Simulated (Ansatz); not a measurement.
```json
{"atom": "B", "x (Å)": "-0.2955", "y (Å)": "1.8766", "z (Å)": "-1.0327"}
{"atom": "Si", "x (Å)": "0.4331", "y (Å)": "0.0658", "z (Å)": "-0.6504"}
{"atom": "Si", "x (Å)": "1.3884", "y (Å)": "0.0834", "z (Å)": "1.4912"}
{"atom": "Si", "x (Å)": "-1.3613", "y (Å)": "-1.4350", "z (Å)": "-0.4851"}
{"atom": "H", "x (Å)": "-1.0956", "y (Å)": "2.3441", "z (Å)": "-0.2757"}
{"atom": "H", "x (Å)": "0.0249", "y (Å)": "2.5256", "z (Å)": "-1.9833"}
{"atom": "H", "x (Å)": "1.4266", "y (Å)": "-0.4537", "z (Å)": "-1.6338"}
{"atom": "H", "x (Å)": "0.3562", "y (Å)": "0.4937", "z (Å)": "2.4805"}
{"atom": "H", "x (Å)": "2.5310", "y (Å)": "1.0326", "z (Å)": "1.5736"}
{"atom": "H", "x (Å)": "1.8780", "y (Å)": "-1.2768", "z (Å)": "1.8433"}
{"atom": "H", "x (Å)": "-2.1222", "y (Å)": "-1.5224", "z (Å)": "-1.7608"}
{"atom": "H", "x (Å)": "-0.8602", "y (Å)": "-2.7929", "z (Å)": "-0.1402"}
{"atom": "H", "x (Å)": "-2.2829", "y (Å)": "-0.9756", "z (Å)": "0.5882"}
```

Geometry: PBE0-D4/def2-TZVP.

These are results of Ansatz 0.2.0, RKS PBE0-D4/def2-TZVPP, not measurements.

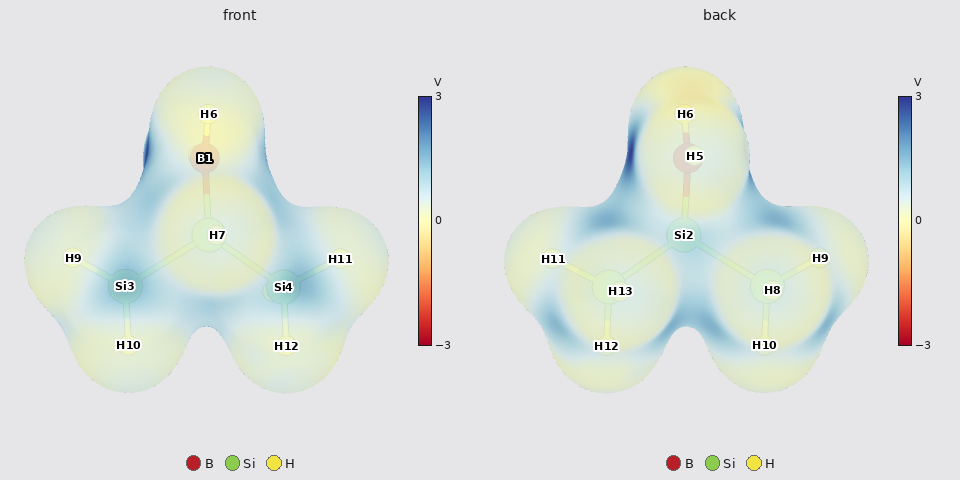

BH₉Si₃ (SMILES B[SiH]([SiH3])[SiH3]). The electrostatic potential painted on the density surface at 0.004 e/bohr³, seen from the front and from behind; red is negative and blue positive.

Where is the surface potential most negative and most positive?

The most negative region (about −0.2 V) lies over H6, the most positive (about +2.8 V) over B1.
